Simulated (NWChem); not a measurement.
# C3H4O: single-point calculation

C3H4O, multiplicity 3, computed with MP2/cc-pVDZ, UHF (NWChem 7.3.0).

The geometry is that of the parent species in another charge or spin state. The geometry comes from this level: PBE0-D4/def2-TZVP.

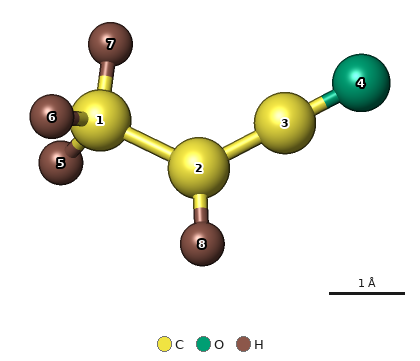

**Figure 1.** The input geometry (ball-and-stick view, seen at a tilt; atoms are numbered from 1 in the order of the input).

### The input
```python
from ase.io import read
from ase.calculators.nwchem import NWChem

molecule = read('struct.xyz')

calc = NWChem(
    label='struct',
    theory='mp2',
    memory='2200 mb',
    basis='cc-pVDZ',
    basispar='spherical bse',
    scf={'nopen': '2', 'uhf': None, 'thresh': '1e-08', 'maxiter': '80'},
    mp2={'freeze': 'core 4', 'tight': None},
    task='energy',
)
molecule.calc = calc

print("Total energy (eV):", round(molecule.get_potential_energy(), 6))
```

### File struct.xyz
```
8
C3H4O mp2
C     -0.527260     0.797080    -0.183660
C     -0.086970    -0.563690     0.274760
C      1.122630    -1.027770     0.097370
O      2.196540    -1.437400    -0.061070
H     -1.351730     0.723880    -0.897750
H     -0.866500     1.405090     0.659100
H      0.287360     1.332930    -0.671970
H     -0.774070    -1.230150     0.783200
```

### File struct.nwi
```
title "struct"

permanent_dir struct

scratch_dir struct

start struct

geometry units angstrom nocenter noautosym noautoz
  C  -5.2725999999999995e-01 7.9708000000000001e-01 -1.8365999999999999e-01
  C  -8.6970000000000006e-02 -5.6369000000000002e-01 2.7476000000000000e-01
  C  1.1226300000000000e+00 -1.0277700000000001e+00 9.7369999999999998e-02
  O  2.1965400000000002e+00 -1.4374000000000000e+00 -6.1069999999999999e-02
  H  -1.3517300000000001e+00 7.2387999999999997e-01 -8.9775000000000005e-01
  H  -8.6650000000000005e-01 1.4050900000000000e+00 6.5910000000000002e-01
  H  2.8736000000000000e-01 1.3329299999999999e+00 -6.7196999999999996e-01
  H  -7.7407000000000004e-01 -1.2301500000000001e+00 7.8320000000000001e-01
end

memory 2200 mb

basis spherical bse noprint
   * library cc-pVDZ
end

scf
  nopen 2
  uhf
  thresh 1e-08
  maxiter 80
end
mp2
  freeze core 4
  tight
end

task mp2 energy
```

Run on 1 thread of Intel Xeon (Granite Rapids), 12 GiB of memory available, shared host.

Launch command:
```bash
export ASE_NWCHEM_COMMAND="nwchem PREFIX.nwi > PREFIX.nwo"
python run.py
```

### The program's output
```
Total energy (eV): -5203.208772
```

### Summary

| quantity | value |
| --- | --- |
| outcome | converged |
| total energy | −191.214397 hartree |
| SCF energy | −190.675381 hartree |
| correlation energy | −0.539016 hartree |
| basis functions | 76 |
| ⟨S²⟩ | 2.050 |
| wall time | 20 s |
| peak memory | 0.18 GiB |
